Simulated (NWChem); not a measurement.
# C2H8AlFO (SMILES [CH3][Al-]([CH3])([OH2+])[F]): levels of theory compared

Wanted: a comparison of 4 runs (HF/STO-3G, HF/3-21G, B3LYP/6-31G*) of C2H8AlFO. 

The results are computed with NWChem 7.3.0.

### Step 1. The molecule

The species is C2H8AlFO (13 atoms), meant as a singlet with charge 0. As SMILES, `[CH3][Al-]([CH3])([OH2+])[F]`. Geometry: relaxed at PBE0-D4/def2-TZVP. This is one conformer, not always the lowest.

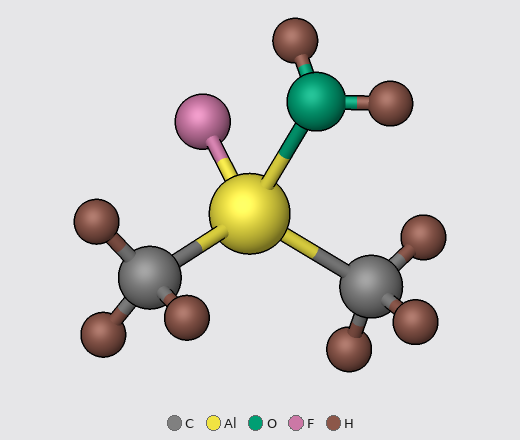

The structure, seen from a chosen angle (carbon grey, aluminium yellow, oxygen teal, fluorine pink, hydrogen brown).

### Step 2. Energy and forces at HF/STO-3G (run 1)

Contents of c2h8alfo.nw:

```
echo
start c2h8alfo
title "C2H8AlFO gradient"
memory 2200 mb
charge 0

geometry noautosym nocenter noautoz
   C       -1.725900       0.218300      -0.875600
   Al       0.165700       0.181600      -0.398800
   C        1.055000      -1.439500       0.255700
   O        0.331200       1.378400       1.224400
   F        1.151600       1.267800      -1.239800
   H       -2.350200      -0.255300      -0.110900
   H       -2.095300       1.238600      -1.016600
   H       -1.911200      -0.319400      -1.811400
   H        2.087000      -1.263700       0.578100
   H        0.518800      -1.902300       1.092300
   H        1.103500      -2.200400      -0.530500
   H        0.798500       0.970100       1.961300
   H        0.891900       2.091100       0.886600
end

basis spherical bse
   C library STO-3G
   Al library STO-3G
   O library STO-3G
   F library STO-3G
   H library STO-3G
end

scf
   thresh 1e-08
   maxiter 80
end

task scf gradient
```

Started as:

```console
nwchem c2h8alfo.nw > c2h8alfo.out
```

Output:

```text
[...]
  functions       =    37
[...]
  wavefunction    = RHF
[...]
         Total SCF energy =   -490.458118025984
      One-electron energy =  -1164.570211966553
      Two-electron energy =    433.151595503517
 Nuclear repulsion energy =    240.960498437051
        Time for solution =      4.1s
[...]
                         RHF ENERGY GRADIENTS
    atom               coordinates                        gradient
                 x          y          z           x          y          z
   1 C      -3.261478   0.412527  -1.654644   -0.015176   0.003072  -0.006027
   2 Al      0.313128   0.343174  -0.753623   -0.015643  -0.021838   0.005234
   3 C       1.993661  -2.720261   0.483203    0.010767  -0.011742   0.006304
   4 O       0.625877   2.604798   2.313781    0.032605   0.025726   0.041241
   5 F       2.176208   2.395795  -2.342882    0.025061   0.027816  -0.024600
   6 H      -4.441234  -0.482447  -0.209571   -0.004116  -0.005351   0.007686
   7 H      -3.959543   2.340615  -1.921095   -0.002404   0.009378  -0.001637
   8 H      -3.611644  -0.603578  -3.423050   -0.001358  -0.005227  -0.008704
   9 H       3.943858  -2.388047   1.092451    0.009978   0.001637   0.001517
  10 H       0.980390  -3.594826   2.064148   -0.007014  -0.004641   0.006887
  11 H       2.085313  -4.158153  -1.002500    0.000099  -0.007301  -0.007392
[...]
```

It took 6 s on 1 thread of Intel Xeon Platinum 8375C at 2.90GHz (Ice Lake), shared host; peak memory 0.098 GiB.

### Step 3. Energy and forces at HF/3-21G (run 2)

Contents of run.nw:

```
start run
title "C2H8AlFO hf"
memory stack 880 mb heap 220 mb global 1100 mb

geometry units bohr noautosym nocenter noautoz
C     -3.26147832     0.41252721    -1.65464419
Al     0.31312762     0.34317426    -0.75362278
C      1.99366106    -2.72026076     0.48320297
O      0.62587729     2.60479849     2.31378067
F      2.17620861     2.39579478    -2.34288245
H     -4.44123434    -0.48244708    -0.20957063
H     -3.95954315     2.34061478    -1.92109558
H     -3.61164457    -0.60357852    -3.42304990
H      3.94385842    -2.38804690     1.09245067
H      0.98038991    -3.59482601     2.06414785
H      2.08531278    -4.15815336    -1.00249971
H      1.50894631     1.83322331     3.70631985
H      1.68544673     3.95160630     1.67543118
end

basis spherical bse
* library 3-21G
end

scf
thresh 1e-08
maxiter 80
end

task scf gradient
```

Started as:

```console
nwchem run.nw > run.out
```

Output:

```text
[...]
  functions       =    65
[...]
  wavefunction    = RHF
[...]
         Total SCF energy =   -494.045338048016
      One-electron energy =  -1164.781953562466
      Two-electron energy =    429.776134556407
 Nuclear repulsion energy =    240.960480958042
        Time for solution =      4.1s
[...]
                         RHF ENERGY GRADIENTS
    atom               coordinates                        gradient
                 x          y          z           x          y          z
   1 C      -3.261478   0.412527  -1.654644    0.012628   0.001402   0.004924
   2 Al      0.313128   0.343174  -0.753623    0.001638  -0.011498  -0.005007
   3 C       1.993661  -2.720261   0.483203   -0.005621   0.009953  -0.003995
   4 O       0.625877   2.604798   2.313781   -0.012113   0.010129   0.014148
   5 F       2.176209   2.395795  -2.342882   -0.000255   0.000096  -0.004403
   6 H      -4.441234  -0.482447  -0.209571   -0.001951  -0.001978   0.002627
   7 H      -3.959543   2.340615  -1.921096   -0.001426   0.003618  -0.000752
   8 H      -3.611645  -0.603579  -3.423050    0.000160  -0.002129  -0.002849
   9 H       3.943858  -2.388047   1.092451    0.003112   0.000863   0.000920
  10 H       0.980390  -3.594826   2.064148   -0.002040  -0.001900   0.002631
  11 H       2.085313  -4.158153  -1.002500   -0.000473  -0.002707  -0.002893
[...]
```

Run time: 6 s. Hardware: 1 thread of Intel Xeon Platinum 8375C at 2.90GHz (Ice Lake), shared host; peak memory 0.096 GiB.

Run 3 isn't shown in full; the table further down has it.

### Step 4. Energy and gradient at B3LYP/6-31G(d) (Cartesian functions) (run 4)

Contents of run.nw:

```
start run
memory 2200 mb
charge 0
geometry noautosym nocenter noautoz
  C     -1.725900     0.218300    -0.875600
  Al     0.165700     0.181600    -0.398800
  C      1.055000    -1.439500     0.255700
  O      0.331200     1.378400     1.224400
  F      1.151600     1.267800    -1.239800
  H     -2.350200    -0.255300    -0.110900
  H     -2.095300     1.238600    -1.016600
  H     -1.911200    -0.319400    -1.811400
  H      2.087000    -1.263700     0.578100
  H      0.518800    -1.902300     1.092300
  H      1.103500    -2.200400    -0.530500
  H      0.798500     0.970100     1.961300
  H      0.891900     2.091100     0.886600
end
basis cartesian
  * library 6-31G*
end
dft
  xc b3lyp
  mult 1
  grid fine
  convergence energy 1e-08
  maxiter 100
  mulliken
end
task dft gradient
```

Started as:

```console
nwchem run.nw > run.out
```

Output:

```text
[...]
          Wavefunction type:  closed shell.
          No. of atoms     :    13
          No. of electrons :    50
[...]
          Charge           :     0
          Spin multiplicity:     1
[...]
          AO basis - number of functions:    95
[...]
              XC Information
              --------------
                         B3LYP Method XC Potential
                     Hartree-Fock (Exact) Exchange  0.200
                        Slater Exchange Functional  0.800 local
                    Becke 1988 Exchange Functional  0.720 non-local
              Lee-Yang-Parr Correlation Functional  0.810
                  VWN I RPA Correlation Functional  0.190 local
[...]
 d= 0,ls=0.0,diis     1   -498.5449471223 -7.40D+02  1.51D-02  9.51D-01     5.0
[...]
 d= 0,ls=0.0,diis    10   -498.6379898374 -9.97D-10  2.22D-07  1.15D-09    35.9
         Total DFT energy =     -498.637989837383
      One electron energy =    -1168.549784285868
           Coulomb energy =      480.659562609375
    Exchange-Corr. energy =      -51.708266597941
 Nuclear repulsion energy =      240.960498437051
[...]
  wavefunction    = closed shell
                         DFT ENERGY GRADIENTS
    atom               coordinates                        gradient
                 x          y          z           x          y          z
   1 C      -3.261478   0.412527  -1.654644    0.000707   0.000162   0.000397
   2 Al      0.313128   0.343174  -0.753623    0.000986   0.002049   0.001885
   3 C       1.993661  -2.720261   0.483203   -0.000142   0.000433  -0.000253
   4 O       0.625877   2.604798   2.313781    0.008895  -0.001025  -0.000237
   5 F       2.176208   2.395795  -2.342882   -0.002726  -0.002882   0.001632
   6 H      -4.441234  -0.482447  -0.209571    0.001787   0.000751  -0.001371
   7 H      -3.959543   2.340615  -1.921095    0.001279  -0.001958   0.000277
   8 H      -3.611644  -0.603578  -3.423050    0.000698   0.000935   0.001965
   9 H       3.943858  -2.388047   1.092451   -0.002330   0.000241  -0.000950
  10 H       0.980390  -3.594826   2.064148    0.000603   0.001207  -0.001869
  11 H       2.085313  -4.158153  -1.002500   -0.000397   0.001567   0.001420
[...]
```

It took 46 s on 1 thread of Intel Xeon Platinum 8375C at 2.90GHz (Ice Lake), shared host; peak memory 0.13 GiB.

### Step 5. The series

```
run                               level  iteration cap  module  energy (Eh)  dipole moment (D)  HOMO energy (eV)  LUMO energy (eV)  wall time
  1                           HF/STO-3G             80     scf  -490.458118               4.12             -7.78             11.92        6 s
  2                            HF/3-21G             80     scf  -494.045338               4.40            -10.21              4.42        6 s
  3  B3LYP/6-31G* (spherical functions)            100     dft  -498.632065                  –                 –                 –       41 s
  4  B3LYP/6-31G* (Cartesian functions)            100     dft  -498.637990               4.00             -6.68             -0.01       46 s
```

### Step 6. What came out

| quantity | value |
| --- | --- |
| run 4: total energy | -498.63799 Eh |
| run 4: dipole moment | 4.00 D |
| run 4: HOMO energy | -6.68 eV |
| run 4: LUMO energy | -0.01 eV |
| run 4: HOMO–LUMO gap | 6.67 eV |
| run 4: largest force on an atom | 0.461 eV/Å |

Over runs 1, 2, 4 the dipole moment (its size) runs from 4.00 D (B3LYP/6-31G*) to 4.40 D (HF/3-21G). The two ends differ in method and basis. Over runs 1, 2, 4 the HOMO–LUMO gap runs from 6.67 eV (B3LYP/6-31G*) to 19.71 eV (HF/STO-3G). In run 1 the basis is minimal, so the values are rough. All runs together took 99 s, the longest 46 s.
